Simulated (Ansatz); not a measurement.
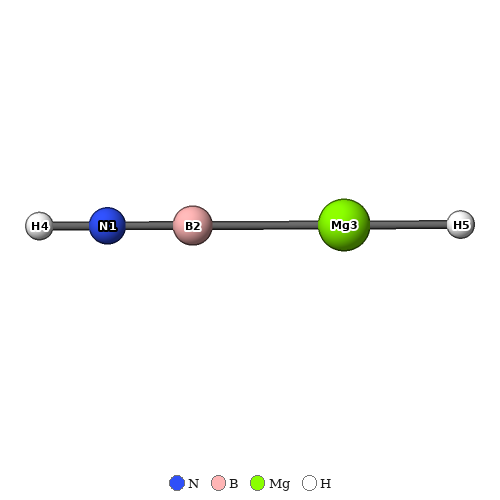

The system is BH₂MgN, SMILES N=[B][MgH]; the picture shows the reference structure. First axis: bond length N1–B2. Second axis: bond length N1–H4. Nothing is relaxed (all other coordinates rigid). Grid: 15 × 15 points. All energies are given in kcal/mol relative to the lowest grid point. These are results of RKS PBE0-D4/def2-TZVP (Ansatz 0.2.0), not measurements.

Its coordinates:

```xyz
5

N    -0.9275   -1.5105    0.0057
B    -0.2760   -0.4494    0.0012
Mg    0.8806    1.4340   -0.0059
H    -1.4471   -2.3566    0.0097
H     1.7701    2.8825   -0.0107
```

Range: bond length N1–B2 from 1.046 to 1.619 Å; bond length N1–H4 from 0.854 to 1.390 Å.

**What landscape does the calculation give?**

The lowest grid point is at bond length N1–B2 = 1.250 Å, bond length N1–H4 = 1.007 Å. It is the only kind of minimum in the scanned range. The highest grid point, bond length N1–B2 = 1.619 Å, bond length N1–H4 = 1.390 Å, lies 110 kcal/mol above the lowest. Round the minimum the two coordinates are nearly uncoupled.

| bond length N1–H4 ↓, bond length N1–B2 → | 1.046 | 1.087 | 1.128 | 1.169 | 1.210 | 1.250 | 1.291 | 1.332 | 1.373 | 1.414 | 1.455 | 1.496 | 1.537 | 1.578 | 1.619 |
| --- | --- | --- | --- | --- | --- | --- | --- | --- | --- | --- | --- | --- | --- | --- | --- |
| 1.390 | 102 | 78 | 62 | 52 | 47 | 45 | 47 | 50 | 56 | 63 | 72 | 81 | 90 | 100 | 110 |
| 1.352 | 96 | 72 | 56 | 46 | 41 | 39 | 41 | 45 | 50 | 58 | 66 | 75 | 85 | 95 | 105 |
| 1.313 | 90 | 66 | 50 | 40 | 35 | 33 | 35 | 39 | 45 | 52 | 60 | 69 | 79 | 89 | 99 |
| 1.275 | 84 | 60 | 44 | 34 | 29 | 28 | 29 | 33 | 39 | 46 | 55 | 64 | 73 | 84 | 94 |
| 1.237 | 78 | 55 | 39 | 29 | 23 | 22 | 24 | 28 | 33 | 41 | 49 | 58 | 68 | 78 | 89 |
| 1.199 | 73 | 50 | 33 | 23 | 18 | 17 | 18 | 22 | 28 | 36 | 44 | 53 | 63 | 73 | 84 |
| 1.160 | 68 | 44 | 28 | 18 | 13 | 12 | 13 | 18 | 23 | 31 | 39 | 49 | 59 | 69 | 79 |
| 1.122 | 64 | 40 | 24 | 14 | 9 | 8 | 9 | 13 | 19 | 27 | 35 | 45 | 55 | 65 | 75 |
| 1.084 | 60 | 36 | 20 | 10 | 5 | 4 | 6 | 10 | 16 | 23 | 32 | 41 | 51 | 62 | 72 |
| 1.045 | 57 | 34 | 18 | 8 | 3 | 1 | 3 | 7 | 13 | 21 | 30 | 39 | 49 | 59 | 70 |
| 1.007 | 56 | 32 | 16 | 6 | 1 | 0 | 2 | 6 | 12 | 20 | 28 | 38 | 48 | 58 | 69 |
| 0.969 | 56 | 32 | 16 | 7 | 1 | 0 | 2 | 6 | 12 | 20 | 29 | 38 | 49 | 59 | 70 |
| 0.930 | 58 | 35 | 19 | 9 | 4 | 3 | 4 | 9 | 15 | 23 | 31 | 41 | 51 | 62 | 72 |
| 0.892 | 63 | 39 | 23 | 14 | 9 | 7 | 9 | 14 | 20 | 28 | 36 | 46 | 56 | 67 | 78 |
| 0.854 | 71 | 47 | 31 | 21 | 16 | 15 | 17 | 22 | 28 | 36 | 45 | 54 | 65 | 75 | 86 |

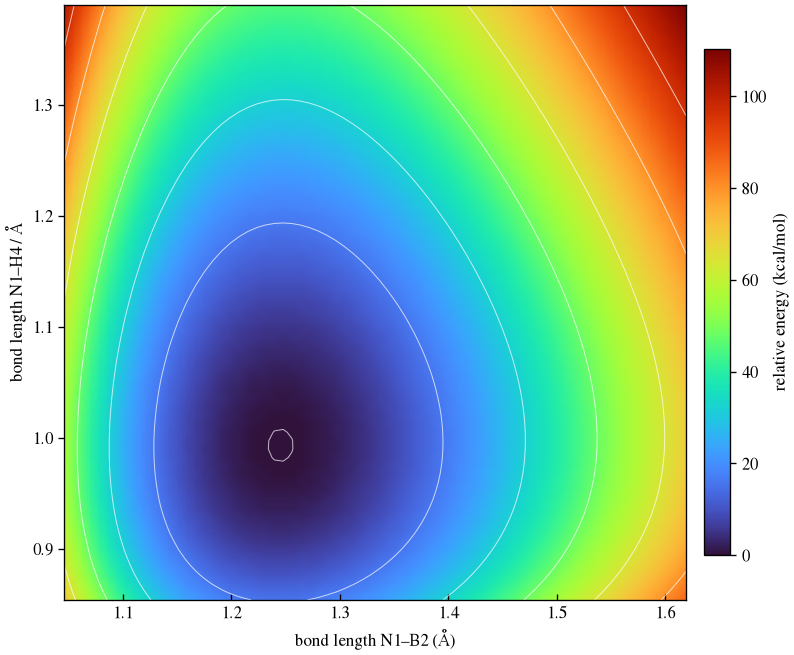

The picture shows a smooth colour map with a few white contour lines. Between grid points the surface is interpolated.

Time for the 225 points that were run: 7.9 min on 1 thread of Arm Neoverse V2, on a shared host.
